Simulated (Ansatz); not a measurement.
## Electronic structure of C2HF3Si (SMILES C#C[Si](F)(F)F) in real space

The calculation's input:

```
crystal:
  periodic: [false, false, false]
  atoms:
    - {symbol: C, position_ang: [0.733579, -1.707791, 0.681779]}
    - {symbol: C, position_ang: [0.290807, -0.670709, 0.261239]}
    - {symbol: Si, position_ang: [-0.368613, 0.874299, -0.364877]}
    - {symbol: F, position_ang: [-1.736486, 0.639582, -1.098577]}
    - {symbol: F, position_ang: [0.626551, 1.531819, -1.385565]}
    - {symbol: F, position_ang: [-0.610636, 1.891813, 0.805840]}
    - {symbol: H, position_ang: [1.125996, -2.627013, 1.054463]}
basis:
  gaussian: {orbitals: def2-TZVPP}
hamiltonian: {xc: pbe0, dispersion: d4}
output: {orbitals: {seedname: orbitals}}
```

Run with:

```sh
ansatz run in.yaml --threads 4 --pin off --events-out ev --progress --plain --max-ram 10444MiB
```

Geometry: PBE0-D4/def2-TZVP.

All numbers below come from RKS PBE0-D4/def2-TZVPP (Ansatz).

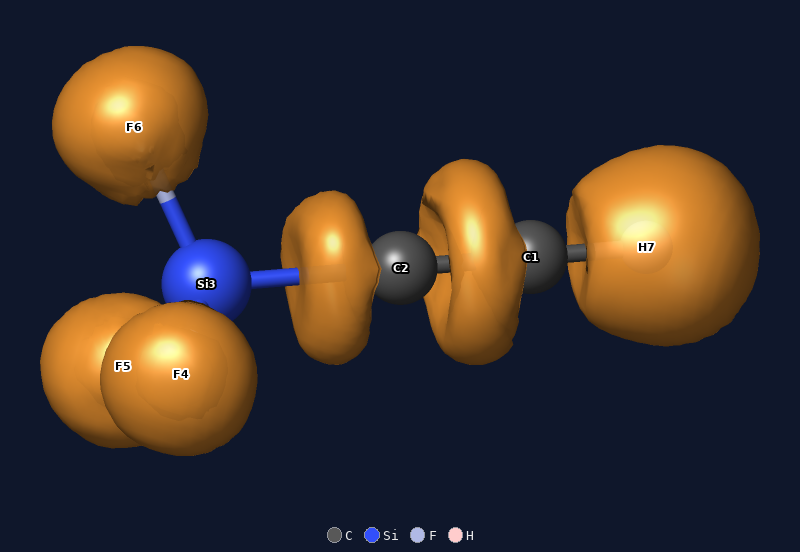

Figure 1. Isosurface of the electron localisation function at 0.8 (orange), seen at a tilt. Core shells and regions of very low density are left out.

Identify the bonds, lone pairs and shells in this picture.

The ELF exceeds this value in one region between bonded C–C atoms (shared pairs), one region between bonded C–Si atoms (shared pairs), one region around a hydrogen nucleus and three regions wrapped around F (its lone pairs, merged into a ring or cap). Profiles from the grid: C–C (1.20 Å): the ELF peaks at about 0.85 between the atoms; a multiple bond. Si–F (1.57 Å): the ELF peaks at about 0.85 in the valence shell of F, 0.6 Å from its nucleus, and is about 0.55 at the midpoint.

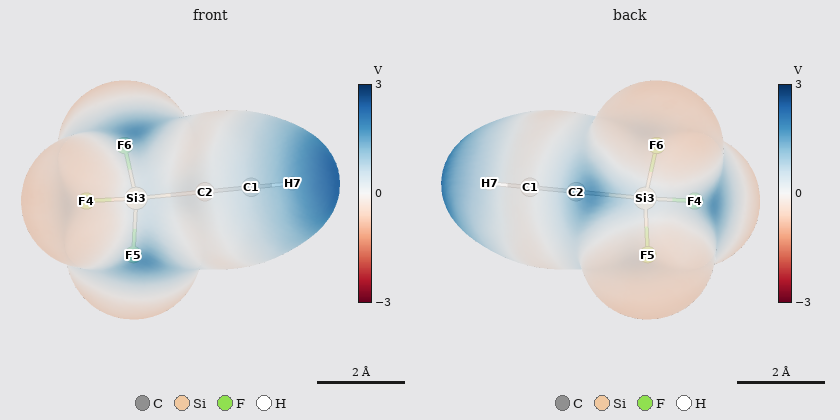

Figure 2. The electrostatic potential painted on the density surface at 0.002 e/bohr³, seen from the front and from behind; the colour scale runs from red (negative) to blue (positive).

Which sites attract a positive test charge, and which a negative one?

A positive charge is drawn to the negative regions and a negative charge to the positive ones. The most negative region (about −0.6 V) lies over F4, F5 and F6, the most positive (about +2.4 V) over H7.

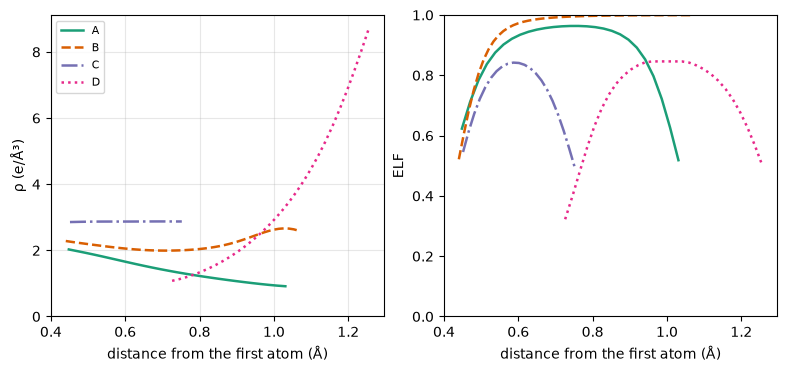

Figure 3. Electron density and electron localisation function along straight lines between neighbouring atoms. The curves leave out the atomic cores.

Which curve belongs to which contact (C–C, C–H, C–Si and Si–F)? The first atom named is at distance zero.

Curve A: C–Si (1.79 Å): ρ is about 1.1 e/Å³ halfway; the ELF peaks at about 0.95 between the atoms, as expected for a covalent bond. Curve B: C–H (1.07 Å): the density is about 2.1 e/Å³ at the midpoint; the ELF climbs to about 1 towards the hydrogen, as it does in any bond to H; an ordinary covalent bond to hydrogen. Curve C: C–C (1.20 Å): the density is about 2.9 e/Å³ at the midpoint; the ELF peaks at about 0.85 between the atoms (a multiple bond). Curve D: Si–F (1.57 Å): the density is about 1.3 e/Å³ at the midpoint; the ELF peaks at about 0.85 in the valence shell of F, 0.6 Å from its nucleus, and is about 0.55 at the midpoint.
